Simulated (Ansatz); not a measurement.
## Electronic structure of BF4HSi in real space

Input file:

```
crystal:
  periodic: [false, false, false]
  atoms:
    - {symbol: B, position_ang: [0.810723, -0.035304, -0.200129]}
    - {symbol: F, position_ang: [1.054750, 0.536610, 0.960852]}
    - {symbol: F, position_ang: [-0.864588, 0.875297, -2.512423]}
    - {symbol: F, position_ang: [0.747219, 2.683862, -1.585261]}
    - {symbol: F, position_ang: [1.682268, 0.700966, -2.971665]}
    - {symbol: Si, position_ang: [0.590016, 1.105168, -1.857663]}
    - {symbol: H, position_ang: [0.726048, -1.239300, -0.233135]}
basis:
  gaussian:
    orbitals: def2-TZVPD
hamiltonian:
  xc: {name: PBE0}
output: {forces: true, orbitals: {seedname: orbitals}}
```

Launched as:

```sh
ansatz run input.yaml --threads 1 --pin off --max-ram 2610MiB --events-out events.jsonl --progress --plain --runs-dir runs
```

Geometry: B3LYP-D3(BJ)/def2-SVP.

Level of theory: isolated molecule in a Gaussian basis; Kohn-Sham density functional theory, functional PBE0 (Ansatz).

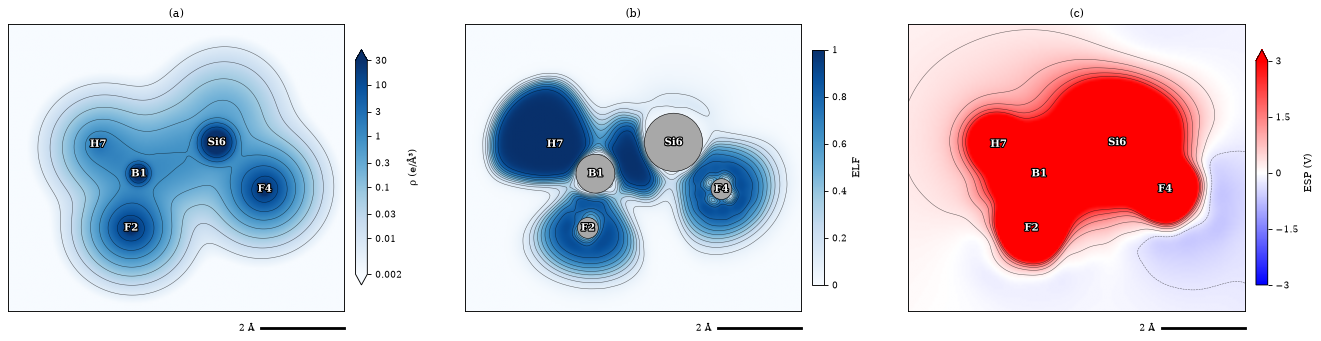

Figure 1. (a) electron density; (b) electron localisation function; (c) electrostatic potential on the plane of atoms Si6, B1 and H7. Grey discs cover the atomic cores in the ELF map.

Q: Describe what can be read from this map.

A:
- The plane passes through B, F, Si and H nuclei.
- B–F (1.32 Å): ρ at the midpoint is about 2.2 e/Å³; the ELF peaks at about 0.85 between the atoms (a polar covalent bond).
- Si–F (1.61 Å): the density is about 1.2 e/Å³ at the midpoint; the ELF peaks at about 0.85 in the valence shell of F, 0.7 Å from its nucleus, and is about 0.55 at the midpoint.
- Si–B (2.02 Å): the density is about 0.86 e/Å³ at the midpoint; the ELF peaks at about 1 between the atoms: a covalent bond.
- B–H (1.21 Å): ρ is about 1.3 e/Å³ halfway; the ELF climbs to about 1 towards the hydrogen, as it does in any bond to H; an ordinary covalent bond to hydrogen.
- The ELF also peaks beside F2 and F4, away from the bonds: lone-pair regions.
- Outside the dense part of the molecule the potential is most negative (−0.7 V) near F4.

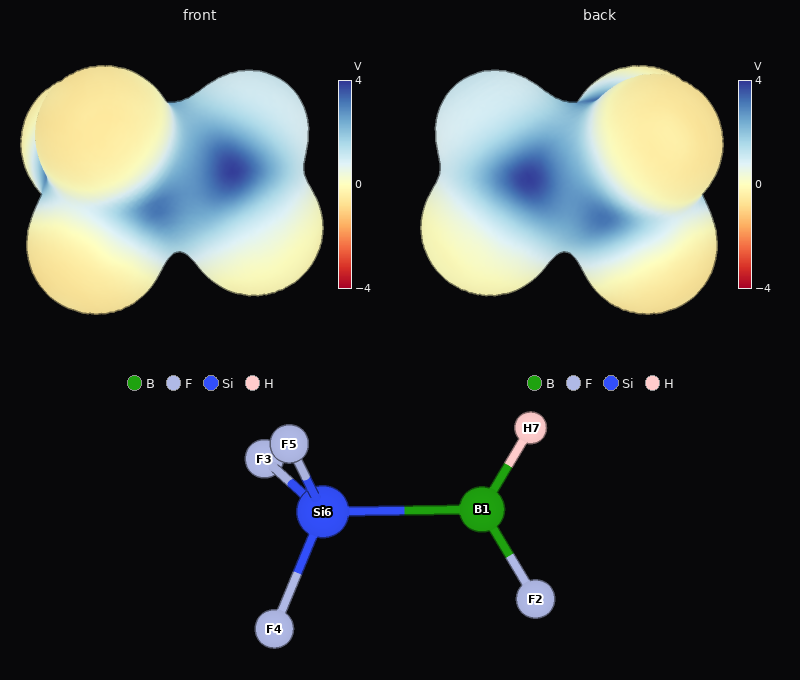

Figure 2. The electrostatic potential painted on the density surface at 0.004 e/bohr³, seen from the front and from behind; red is negative and blue positive. The bare structure is drawn below in the same view.

Q: Where is the surface potential most negative and most positive?

A: The most negative region (about −0.6 V, or −14 kcal/mol for a unit charge) lies over F3, F4 and F5, the most positive (about +3.7 V, or +85 kcal/mol for a unit charge) over B1.

Q: How polar is the molecule by this calculation?

A: Its dipole moment is 1.84 D.

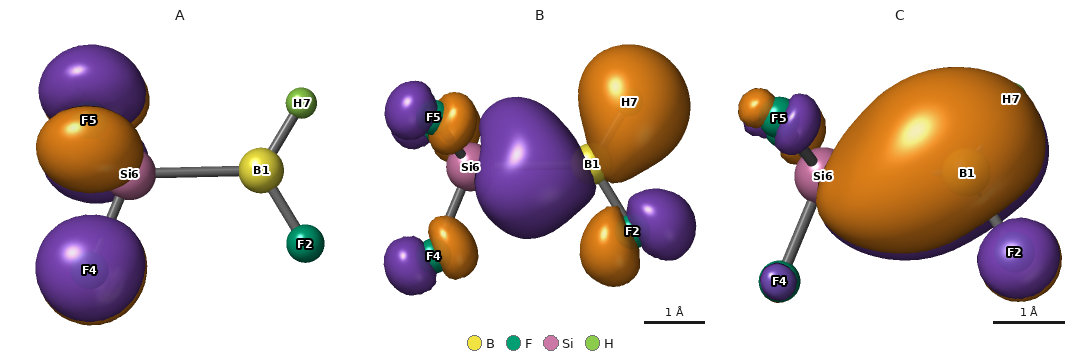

Figure 3. Three frontier orbitals at ±0.1 Å⁻³ᐟ² (orange and purple are the two phases), in no order.

Q: Which picture is the HOMO−1, the HOMO and the LUMO?

A: A is the HOMO−1 (−12.19 eV). It lies mainly on F4 (about 35 %), F3 (about 30 %) and F5 (about 30 %); largely a combination of lone pairs on F4, F3 and F5. B is the HOMO (−9.37 eV). It lies mainly on B1 (about 30 %), Si6 (about 25 %), F2 (about 15 %) and H7 (about 15 %). C is the LUMO (−2.69 eV). By Hirshfeld shares it lies mainly on B1 (about 55 %), Si6 (about 20 %), F2 (about 10 %) and H7 (about 5 %).

Q: What is the HOMO–LUMO gap?

A: 6.68 eV between the orbital energies.
